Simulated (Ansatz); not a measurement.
The reference is CsPbCl$_{3}$ in the cubic perovskite structure (space group Pm-3m, No. 221; a = 5.619 Å).

Perturbation: the cell is scaled by 1.0132 in all directions, atoms relaxed at fixed cell.

Level of theory: PBEsol (Ansatz, a quantum-chemistry and plane-wave program; PAW; 420 eV plane waves; scalar-relativistic without spin-orbit coupling).

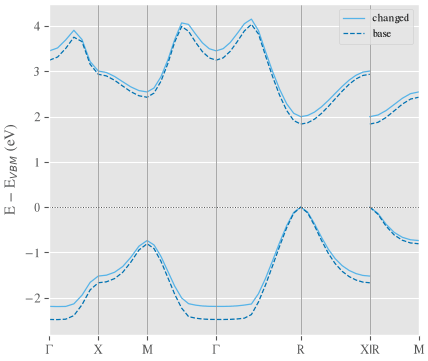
Highest valence and lowest conduction band along the path, each from its own valence-band maximum

Question: From the figure, how large is the changed gap, and is it direct?

Answer: About 2.0 eV, direct at R.

With Pb present, leaving out spin-orbit coupling can change the band edges. The cells carry an imposed strain or load. Whether these cells are dynamically stable was not tested. Many cubic perovskites are stable only at high temperature; tilts and polar distortions were not tested. This is not the structure that CsPbCl3 has at room temperature and ambient pressure.
